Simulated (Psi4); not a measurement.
**CCD/6-31G(d) (density fitting, density fitting for correlation, Cartesian functions, cachelevel 0, print mos yes) run of BH3Cl− (SMILES [BH3-]Cl)**

Aim: a structure relaxation of BH3Cl−. 

The results are computed with Psi4 1.11.

## 1. Starting point

The species is BH3Cl− (5 atoms), meant as a singlet with charge -1. As SMILES, `[BH3-]Cl`. Geometry: relaxed at GFN2-xTB. The run starts from this shape.

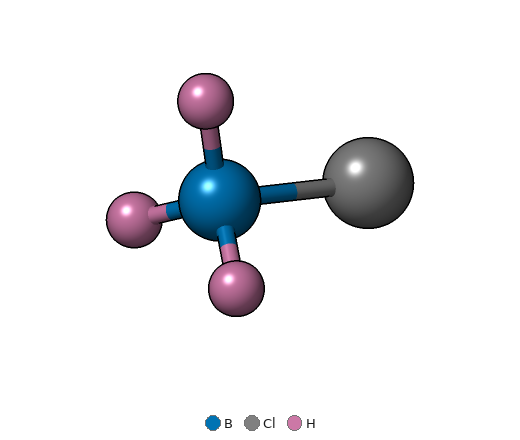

Viewed from a chosen angle; boron blue, chlorine grey, hydrogen pink.

## 2. A geometry optimisation at CCD/6-31G(d) (density fitting, density fitting for correlation, Cartesian functions, cachelevel 0, print mos yes)

The input, calc.dat:

```
memory 1.6 GB

molecule {
  -1 1
  B
  Cl 1 1.872889
  H 1 1.207825 2 106.74459
  H 1 1.207774 3 111.97418 2 116.451
  H 1 1.207873 4 112.07868 3 -127.05331
  symmetry c1
}

set reference rhf
set scf_type df
set freeze_core true
set cc_type df
set geom_maxiter 40
set cachelevel 0
set print_mos true

result, w = opt('ccd/6-31G*', return_wfn=True)
print_variables()
```

Command:

```bash
psi4 -n 1 calc.dat calc.out
```

calc.out:

```text
[...]
  Running in c1 symmetry.
[...]
  Nuclear repulsion =   42.159754425090817
[...]
  Multiplicity = 1
[...]
  Nalpha       = 13
  Nbeta        = 13
[...]
    Number of basis functions: 40
[...]
   @DF-RHF iter   1:  -485.91548674062528   -6.02016e-01   5.24057e-03 ADIIS/DIIS
[...]
	Warning: cc_lambda option is changed to TRUE
	For this residual convergence, default PCG convergence is:     1.00e-07
[...]
	DF-MP2 Total Energy (a.u.)         :  -486.17499130414996
[...]
	Warning: cc_lambda option is changed to TRUE
	For this residual convergence, default PCG convergence is:     1.00e-07
[...]
	DF-MP2 Total Energy (a.u.)         :  -486.17690648611432
[...]
	Warning: cc_lambda option is changed to TRUE
	For this residual convergence, default PCG convergence is:     1.00e-07
[...]
	DF-MP2 Total Energy (a.u.)         :  -486.17699731218511
[...]
   @DF-RHF iter   9:  -485.95416890457301   -7.38964e-13   2.26955e-11 DIIS
[...]
    Orbital Energies [Eh]
    ---------------------
    Doubly Occupied:
       1A   -104.556118     2A    -10.289563     3A     -7.758336
       4A     -7.756750     5A     -7.756750     6A     -7.357287
       7A     -0.823561     8A     -0.466392     9A     -0.267055
      10A     -0.267049    11A     -0.243401    12A     -0.180909
      13A     -0.180904
[...]
  @DF-RHF Final Energy:  -485.95416890457301
   => Energetics <=
    Nuclear Repulsion Energy =             40.5636385850517414
    One-Electron Energy =                -757.2274644851989933
    Two-Electron Energy =                 230.7096569955742211
    Total Energy =                       -485.9541689045730095
[...]
 Multipole Moments:
 ------------------------------------------------------------------------------------
     Multipole            Electronic (a.u.)      Nuclear  (a.u.)        Total (a.u.)
 ------------------------------------------------------------------------------------
 L = 1.  Multiply by 2.5417464519 to convert [e a0] to [Debye]
 Dipole X            :         -0.0001046            0.0000743           -0.0000303
 Dipole Y            :         -0.0000058            0.0000044           -0.0000014
 Dipole Z            :          5.0704828           -4.1019049            0.9685780
 Magnitude           :                                                    0.9685780
[...]
	Warning: cc_lambda option is changed to TRUE
	For this residual convergence, default PCG convergence is:     1.00e-07
[...]
	DF-MP2 Total Energy (a.u.)         :  -486.17699426359957
[...]
    Final optimized geometry and variables:
    Molecular point group: c1
    Full point group: C1
    Geometry (in Angstrom), charge = -1, multiplicity = 1:
    B
    CL            1    1.963968
    H             1    1.222742      2  106.951947
    H             1    1.222738      3  111.870875      2  116.796867
    H             1    1.222746      4  111.868606      3 -126.409450
  Variable Map:
  ----------------------------------------------------------------------------
  "CCD CORRELATION ENERGY"        =>      -0.251160035749
  "CCD DOUBLES ENERGY"            =>      -0.251160035749
  "CCD SINGLES ENERGY"            =>       0.000000000000
[...]
```

The script printed:

```text
Optimizer: Optimization complete!
```

Wall time 21 s (1 thread of AMD EPYC 7R43 (Zen 3), shared host); peak memory 0.62 GiB.

Steps, from the record of the run:

```tsv
step	energy from the first frame kept (eV)	largest force (eV/Å)
0	0.0000	1.3081
1	-0.0613	0.2972
2	-0.0645	0.1727
3	-0.0651	0.0907
4	-0.0653	0.0233
5	-0.0654	0.0044
```

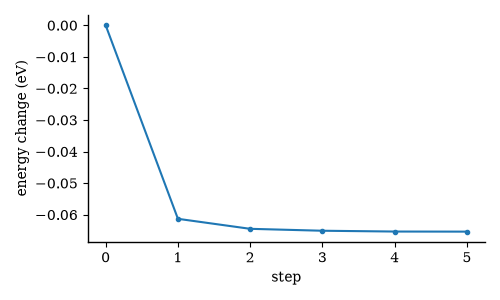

Energy along the run.

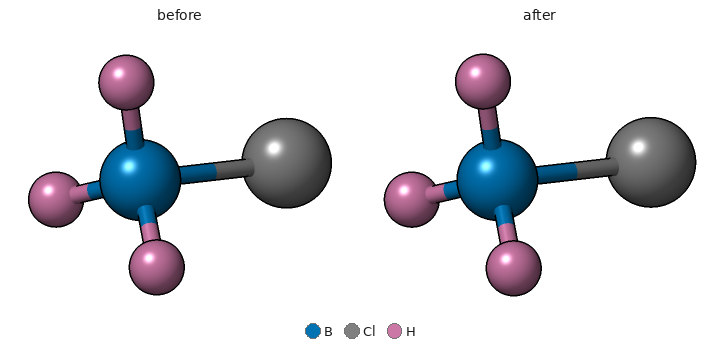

Before and after, at one scale.

After the run. Bond lengths: B1–Cl2 1.964 Å, B1–H3 1.223 Å, B1–H4 1.223 Å, B1–H5 1.223 Å. Angles: Cl2–B1–H3 107.0°, Cl2–B1–H4 107.0°, Cl2–B1–H5 107.0°, H3–B1–H4 111.9°, H3–B1–H5 111.9°, H4–B1–H5 111.9°.

## 3. Outcome

Level: CCD/6-31G* (density fitting, density fitting for correlation, Cartesian functions, cachelevel 0, print mos yes), 6 core orbitals frozen.

| quantity | value |
| --- | --- |
| total energy at the end | -486.20533 Eh |
| HOMO energy (Hartree–Fock orbitals) | -4.92 eV |
| LUMO energy (Hartree–Fock orbitals) | 12.15 eV |
| HOMO–LUMO gap (to an unbound level, set by the basis) | 17.07 eV |
| correlation energy (6 core orbitals frozen) | -251.2 mEh |

What this shows: At the final geometry: Bond lengths: B1–Cl2 1.964 Å, B1–H3 1.223 Å, B1–H4 1.223 Å, B1–H5 1.223 Å. Angles: Cl2–B1–H3 107.0°, Cl2–B1–H4 107.0°, Cl2–B1–H5 107.0°, H3–B1–H4 111.9°, H3–B1–H5 111.9°, H4–B1–H5 111.9°. The optimisation took 6 steps and changed the energy by -0.065 eV.
